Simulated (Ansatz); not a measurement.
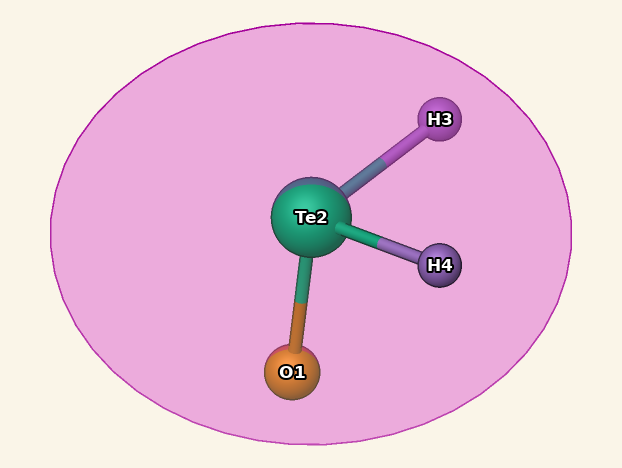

A disc through the centre of mass is drawn in. Atoms fade into the background with distance from the viewer. The geometry was computed by an optimisation with PBE0-D4/def2-TZVP. No frequency run is at hand to confirm it as a minimum.

**Is the plane of the disc a mirror plane of the structure?**

Yes. The reflection leaves O1, Te2 in place and moves H3 ↔ H4. The point group is Cs.
